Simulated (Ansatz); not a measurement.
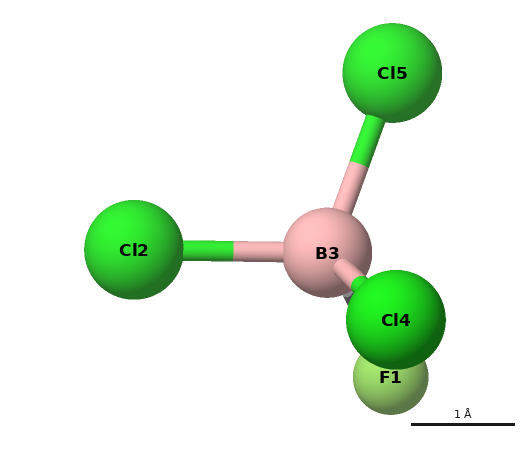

Two molecules or ions; the broken line marks their closest contact (measured against van der Waals radii). State: charge −1, singlet. Geometry: a pair of rigid molecules at a changed separation. Program: Ansatz 0.2.0.

> Which two species are they?

F and BCl3 (`ClB(Cl)Cl.[F-]`).

> How long is the contact?

F1···B3 is 2.05 Å.

Give the counterpoise-corrected interaction energy (kJ/mol, monomers kept as in the pair) with RHF-CCSD(T) (frozen core)/def2-TZVPPD; ωB97M-V/def2-TZVPPD.

```tsv
level	interaction energy (kJ/mol)
RHF-CCSD(T) (frozen core)/def2-TZVPPD	−335.2
ωB97M-V/def2-TZVPPD	−345.3
```
